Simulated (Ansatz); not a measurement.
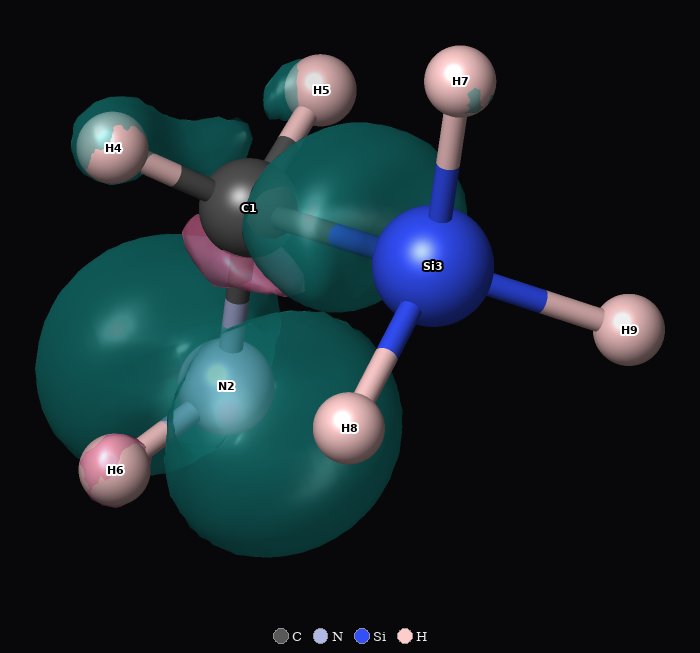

Figure 1: CH6NSi (doublet). Isosurfaces of the spin density (α minus β) at +0.03 (teal) and −0.03 e/Å³ (pink), seen at an oblique angle.

The product side of a reaction path; geometry: PBE0-D4/def2-TZVP.

All numbers below come from UKS PBE0-D4/def2-TZVPP in Ansatz 0.2.0.

```xyz
9

C    -0.7675   -0.3555    0.2421
N    -0.1871   -1.6073    0.5413
Si    0.5950    0.7222   -0.5565
H    -1.1635    0.2172    1.0936
H    -1.5488   -0.4561   -0.5204
H     0.2445   -1.5421    1.4667
H     0.0221    2.0573   -0.8794
H     1.7137    0.8879    0.4072
H     1.0915    0.0765   -1.7947
```

Where is the unpaired spin?

The unpaired spin (1 electron) lies mostly on N2 (about 0.7), Si3 (about 0.1) and C1 (about 0.1), in electrons by Hirshfeld's partition.
